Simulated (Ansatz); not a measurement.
# NaF (rocksalt type): optical response by level, part 2 of 2

How does NaF (rocksalt type) absorb light if electrons and holes don't interact? Plan: HSE06 for the gap; optics with PBE on 8×8×8; optics with r2SCAN on 8×8×8; optics with PBE and scissors to the HSE06 gap on 8×8×8.

Ansatz 0.2.0; plane waves, PAW; no local fields, no excitons.

### Step 5. Optics, PBE + 2.18 eV scissors

The scissors of 2.179 eV comes from the difference of HSE06 and PBE direct gaps in separate runs.

Contents of input.yaml:

```yaml
crystal:
  lattice:
    - [0.0, 2.2971680881, 2.2971680881]
    - [2.2971680881, 0.0, 2.2971680881]
    - [2.2971680881, 2.2971680881, 0.0]
  atoms:
    - { symbol: Na, position: [0.0, 0.0, 0.0] }
    - { symbol: F, position: [0.5, 0.5, 0.5] }
kpoints:
  mp_grid: { grid: [8, 8, 8] }
hamiltonian:
  xc: pbe
scf:
  occupations: { method: fixed }
output:
  optics:
    e_range: [0, 23]
    de: 0.05
    sigma: 0.1
    bands: { spectra_wanted_up_to: 23 }
    scissors: 2.179
  write_density: true
  write_potential: true
  elf: true
  volumetric_format: npy
```

Launch:

```bash
$ ansatz run input.yaml --threads 4 --pin off --max-ram 3686MiB --backend cpu --events-out ev --progress --plain --runs-dir out
```

Log:

```text
Warning: RAYON_NUM_THREADS=4 ignored (pool sized by the plan → 4); use --threads N
Engine: ansatz 0.2.0, aarch64-unknown-linux-gnu
Pseudopotentials: kind: paw
Pseudopotential: Na, paw, valence charge 9, recommended cutoff 420 eV (normal), Na.paw.azcp
Pseudopotential: F, paw, valence charge 7, recommended cutoff 420 eV (normal), F.paw.azcp
Functional definition: PBE
  parameter kappa = 0.804
  parameter beta = 0.06672455060314922
  exchange = pbe_x(kappa = kappa, mu = beta*pi^2/3)
  correlation = pbe_c(beta = beta)
Crystal: 2 atoms, lattice volume = 24.244 Å³
Basis set: ecut = 420 eV, 459 PW (Γ)
Bands: 12, of which v1, the nominal top of the filled ones, is band 8 counted from 1 (7 counted from 0)
Symmetry: 48 space group operations
Space group: Fm-3m (ITA 225), of the structure as read, at distance tolerance 2.9e-5 Å
k-points: 29 of 512
Non-local potential: Na, projectors of the file, l = 0: 3, l = 1: 2, l = 2: 1
Non-local potential: F, projectors of the file, l = 0: 2, l = 1: 2, l = 2: 1
PAW form: soft (Blöchl's): semilocal exchange-correlation on the pseudo side does not see the compensation charge
PAW one-centre angular grid: Na, 110 points (default); XC on 64 Gauss nodes
PAW one-centre angular grid: F, 110 points (default); XC on 64 Gauss nodes
Initial density: superposition of atomic densities (neutral atoms: chi_scale 0, normalization atom), corrected by the library's trained network
Initial wavefunctions: pseudopotential atomic-orbital guess
Functional: x = pbe(κ = 0.804, μ = 0.2195149727645171), c = pbe(β = 0.06672455060314922)
SCF iter   1: F=—  HF=-2297.413362 eV  |F-HF|=—  |Δ(HF+E_count)|=         —  Δρ=7.77e-4  dr2=9.50e-5  ethr=1.77e-3  ⟨swp⟩=4.7  Hψ=1700  notcnv=0  defer=54
preconditioner: auto → none  [insulator: Δε(μ)=6.451 eV  Ē_g=26.624 eV  n_scr=8 (ndim 8)  ℏωp=28.2 eV  f_vac=0.108  ε∞_Penn≈2.1]
SCF iter   2: F=—  HF=-2297.413051 eV  |F-HF|=—  |Δ(HF+E_count)|=   3.11e-4  Δρ=1.08e-3  dr2=1.59e-4  ethr=5.94e-7  ⟨swp⟩=2.2  Hψ=886  notcnv=0  defer=56
SCF iter   3: F=—  HF=-2297.413021 eV  |F-HF|=—  |Δ(HF+E_count)|=   2.99e-5  Δρ=3.67e-4  dr2=1.59e-5  ethr=5.94e-7  ⟨swp⟩=2.0  Hψ=442  notcnv=0  defer=51
SCF iter   4: F=—  HF=-2297.413035 eV  |F-HF|=—  |Δ(HF+E_count)|=   1.34e-5  Δρ=5.34e-5  dr2=2.69e-7  ethr=9.94e-8  ⟨swp⟩=2.3  Hψ=479  notcnv=0  defer=28
SCF iter   5: F=—  HF=-2297.413033 eV  |F-HF|=—  |Δ(HF+E_count)|=   1.37e-6  Δρ=3.78e-5  dr2=2.34e-7  ethr=1.68e-9  ⟨swp⟩=2.0  Hψ=550  notcnv=0
SCF iter   6: F=—  HF=-2297.413033 eV  |F-HF|=—  |Δ(HF+E_count)|=   4.54e-8  Δρ=2.19e-5  dr2=7.86e-8  ethr=1.46e-9  ⟨swp⟩=1.0  Hψ=348  notcnv=0
SCF iter   7: F=—  HF=-2297.413033 eV  |F-HF|=—  |Δ(HF+E_count)|=   2.00e-8  Δρ=8.27e-6  dr2=1.15e-8  ethr=4.91e-10  ⟨swp⟩=2.0  Hψ=401  notcnv=0
SCF iter   8: F=—  HF=-2297.413033 eV  |F-HF|=—  |Δ(HF+E_count)|=   3.14e-9  Δρ=2.85e-6  dr2=1.38e-9  ethr=7.18e-11  ⟨swp⟩=2.1  Hψ=416  notcnv=0
SCF iter   9: F=—  HF=-2297.413033 eV  |F-HF|=—  |Δ(HF+E_count)|=  4.58e-10  Δρ=8.57e-7  dr2=1.24e-10  ethr=8.60e-12  ⟨swp⟩=2.2  Hψ=433  notcnv=0
SCF iter  10: F=-2297.413033 eV  HF=-2297.413033 eV  |F-HF|=4.55e-13  |Δ(HF+E_count)|=  3.96e-11  Δρ=2.05e-8  dr2=7.34e-14  ethr=1.00e-12  ⟨swp⟩=2.9  Hψ=1350  notcnv=0
SCF 1 converged in 10 iterations: F = -2297.413033 eV  dr2 = 7.34e-14
NSCF: frozen V_eff on 29 k-points
Optics k sum: 0 of 29 k-points
[...]
output.optics: what the bands over the 20 summed would add to eps1, eps2 and the energy-loss function is held between a lower and an upper bound (7 Lanczos steps). eps1, eps2 and their loss function (loss_summed_bands) are given on every row as the summed bands alone make them. Along an axis, on a row where the two bounds hold the loss function to about 1 % of the greater of itself and 0.5 % of |1/eps|, its cell (loss_completed) is given, with the completed eps1 and eps2 that it is formed of (a cell that is left empty reads nan in the table and null in the record). The two bounds hold it so along every axis on all 461 rows up to 23.000 eV. The run works to bound the rows up to 23.000 eV and no higher ones: a peak of the loss function over that energy may be left empty with no warning. To have the run work for it, set output.optics.bands.spectra_wanted_up_to to a higher energy. perfect_screening_sum, loss_f_sum_n_eff and, beside carriers, perfect_screening_limit are those of loss_summed_bands: over the bounded function the two sums would run over rows that are not all bounded, and lack what the bands left out lay past the top of the energy grid. Bounded is said of the bands left out alone, which are those that the basis at basis.ecutwfc holds: it says nothing of that cutoff, of the k-point mesh, of what the sum inside its cells errs by (eps2_relative_error), of the factors of all_electron_strengths, nor of how far the SCF is converged. The bands left out are taken at the k-points, and what their mean over the points' cells stands off that by is in neither bound: the run's estimate of it, which the test of a row counts in, is 0.06 % of |eps| at the most among the values given; where the mean stood off by over 0.5 % the points' spread read 0.1 to 3 times that
SCF converged after 10 iterations
Free energy (F): -2297.413033 eV
Harris-Foulkes:  -2297.413033 eV  (|F-HF|=4.55e-13)
Internal energy: -2297.413033 eV  (E = F + TS)
E sigma→0 (E₀):  -2297.413033 eV
Fermi energy:    1.217647 eV
--- Per-component energies (eV) ---
  E_band       = -229.960435
  E_kinetic    = 329.566635
  E_local      = -1676.854596  (includes V_loc(G=0)·N_el)
  E_nonlocal   = 188.788156
  E_hartree    = 594.278681
  E_xc         = -120.293757
  E_vxc        = -154.315506  (∫ρ·V_xc dr)
  E_paw        = -463.679505  (= ΣΔE_a)
  E_vpaw       = -105.704608  (= ΣTr[D̂ρ^β])
  E_aug_tail   = 0.002128  (compensation charges beyond the density's cutoff)
  E_ewald      = -1149.220775
  E_smearing   = -0.000000  (= −TS)
  E_closure    = -0.000000  (closes the sum)
  Σ components = -2297.413033   (vs F -2297.413033, Δ=0.00e0)
--- Band table (eV; the first three rows and the last of 29) ---
  k-point 0: bands = ["-45.7942", "-17.9874", "-17.6542", "-17.6542", "-17.6542", "1.2176", "1.2176", "1.2176", "7.6738", "20.3901", "20.3901", "20.3901"]
  k-point 1: bands = ["-45.7920", "-18.1719", "-17.6561", "-17.6561", "-17.4498", "0.9129", "1.1765", "1.1765", "8.2284", "18.6442", "20.6382", "20.6382"]
  k-point 2: bands = ["-45.7868", "-18.4031", "-17.6606", "-17.6606", "-17.1699", "0.2939", "1.0816", "1.0816", "9.5639", "16.5506", "21.1929", "21.1929"]
  k-point 28: bands = ["-45.7747", "-18.1914", "-17.7591", "-17.7591", "-17.2115", "0.3176", "0.3176", "0.6253", "14.6163", "14.6163", "16.7315", "18.3962"]
```

Wall time 2.2 s (4 threads of Arm Neoverse V1, shared host); peak memory 0.53 GiB.

optics.tsv begins:

```
# eps_inf(xx yy zz) = 1.803223 1.803223 1.803223
# eps_inf_bands = all
# eps_inf_summed_bands(xx yy zz) = 1.724101 1.724101 1.724101
# eps_inf_completed(xx yy zz) = 1.803223 1.803223 1.803223
# eps2_relative_error = 0.0011
# eps_inf_relative_error = 0.0043
# f_sum_n_eff(xx yy zz) = 5.996948 5.996948 5.996948 of n_electrons = 16.000000
# n_bands = 20
# n_bands_set_by = photon_energy
# valid_up_to_ev = 34.841765
# least_direct_gap_ev = 6.456191e0 at k(fractional) = 0.000000 0.000000 0.000000, k_point = 0, channel = 0, bands = 7 8 (counted from 0)
```

The dielectric function from optics.tsv (isotropic), one row in 10 (narrow peaks fall between the rows):

```tsv
E (eV)	ε₂ xx	ε₁ xx
8.40	0.00	2.23
8.90	0.34	2.43
9.40	0.52	2.30
9.90	0.62	2.20
10.40	0.68	2.12
10.90	0.72	2.06
11.40	0.76	2.02
11.90	0.79	1.98
12.40	0.84	1.96
12.90	0.93	1.96
13.40	1.20	1.87
13.90	1.05	1.52
14.40	0.86	1.50
14.90	0.73	1.59
15.40	0.67	1.93
15.90	1.27	2.79
16.40	1.87	0.82
16.90	1.14	0.70
17.40	0.88	0.88
17.90	0.79	1.01
18.40	0.80	1.13
18.90	0.86	1.05
19.40	0.78	1.03
19.90	0.72	1.08
20.40	0.73	1.13
20.90	0.73	1.21
21.40	0.98	1.49
21.90	1.14	1.01
22.40	1.25	0.86
22.90	1.30	0.15
```

The columns hold the bands summed alone, whose ε₁ at zero energy is 1.72, below the completed ε∞ of 1.80.

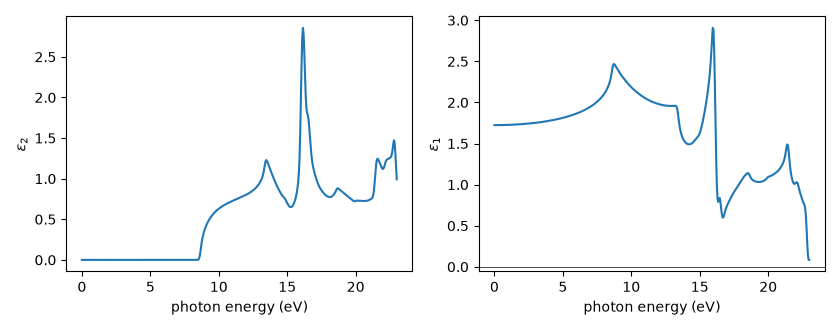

Imaginary (left) and real part (right) of the dielectric function.

Tallest peaks of ε₂: 2.9 at 16.15 eV, 1.2 at 21.60 eV, 1.5 at 22.80 eV.

### Step 6. Comparison

```tsv
level	mesh	least direct gap on the mesh (eV)	ε∞	tallest peak of ε₂	time
PBE	8×8×8	6.46	1.92	2.8 at 13.95 eV	2.3 s
r2SCAN	8×8×8	7.28	1.83	2.6 at 14.80 eV	3.3 s
PBE + 2.18 eV scissors	8×8×8	8.64	1.80	2.9 at 16.15 eV	2.2 s
```

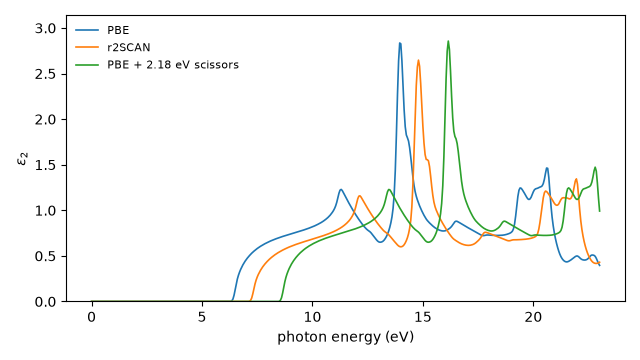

ε₂ by level.

### Step 7. Outcome

The summary covers parts 1 to 2.

| quantity | value |
| --- | --- |
| ε∞, PBE | 1.92 |
| ε∞, r2SCAN | 1.83 |
| ε∞, PBE + 2.18 eV scissors | 1.80 |
| tallest peak of ε₂, PBE | 2.8 at 13.95 eV |
| tallest peak of ε₂, r2SCAN | 2.6 at 14.80 eV |
| tallest peak of ε₂, PBE + 2.18 eV scissors | 2.9 at 16.15 eV |
| HSE06 direct gap | 8.64 eV |

In words: From PBE to PBE + 2.18 eV scissors the direct gap grows from 6.46 to 8.64 eV, and ε∞ goes from 1.92 to 1.80: a wider gap screens less. Local fields and excitons are left out: both change ε∞, and without excitons the onset lacks its lines.
